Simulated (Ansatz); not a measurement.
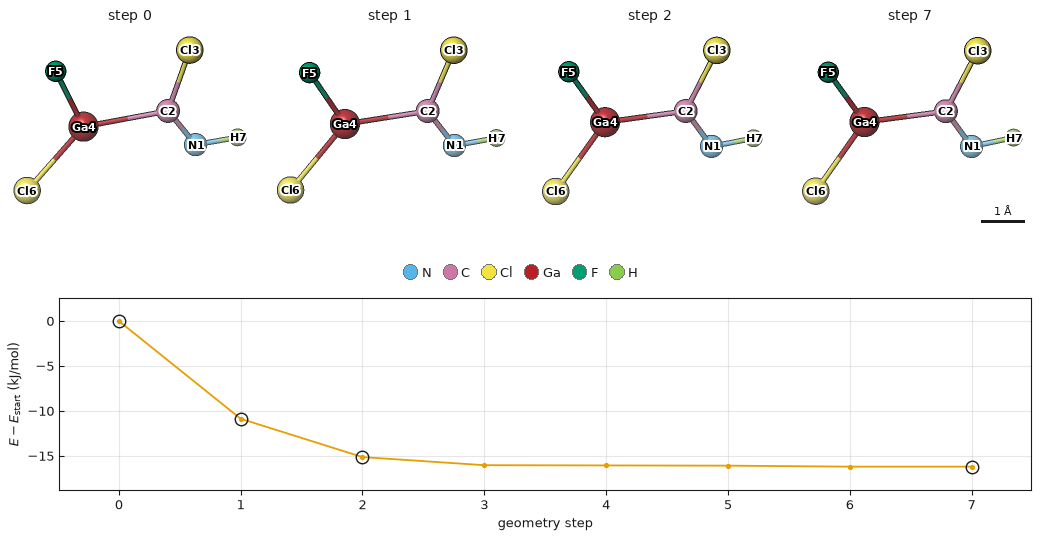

Frames of a relaxation of CHCl₂FGaN, marked on the history of the run. The picture is a ball-and-stick view, seen at a tilt.

The start comes from GFN2-xTB.

All numbers below come from RKS PBE0-D4/def2-TZVP in Ansatz 0.2.0. (force threshold 0.005 eV/Å; at most 150 steps)

**Describe the path.**

Over 7 geometry steps the energy falls by 16.2 kJ/mol. The largest force component goes from 1.5 to 0.0011 eV/Å. Cl6 moves most after the best rigid fit: 0.21 Å. Largest moves by element: Cl 0.21 Å, F 0.18 Å, Ga 0.13 Å, N 0.10 Å, H 0.10 Å, C 0.05 Å. Among the contacts that change: C2–Ga4 2.050 → 1.970 Å, C2–Cl3 1.712 → 1.764 Å, Ga4–F5 1.769 → 1.740 Å, Ga4–Cl6 2.087 → 2.111 Å. Among the angles between lasting bonds that change: C2–Ga4–F5 108.3° → 119.6°, C2–Ga4–Cl6 134.7° → 124.5°, C2–N1–H7 119.6° → 114.3°. From step 0 to 1: F5 moves most (0.15 Å), energy −10.9 kJ/mol. From step 1 to 2: Cl6 moves most (0.14 Å), energy −4.26 kJ/mol. From step 2 to 7: Cl3 moves most (0.02 Å), energy −1.07 kJ/mol.

| step | E − E(0), kJ/mol | largest force component, eV/Å |
| --- | --- | --- |
| 0 | 0.00 | 1.5167 |
| 1 | -10.86 | 0.6755 |
| 2 | -15.13 | 0.5831 |
| 3 | -16.03 | 0.1989 |
| 4 | -16.05 | 0.2079 |
| 5 | -16.08 | 0.0964 |
| 6 | -16.19 | 0.0111 |
| 7 | -16.19 | 0.0011 |
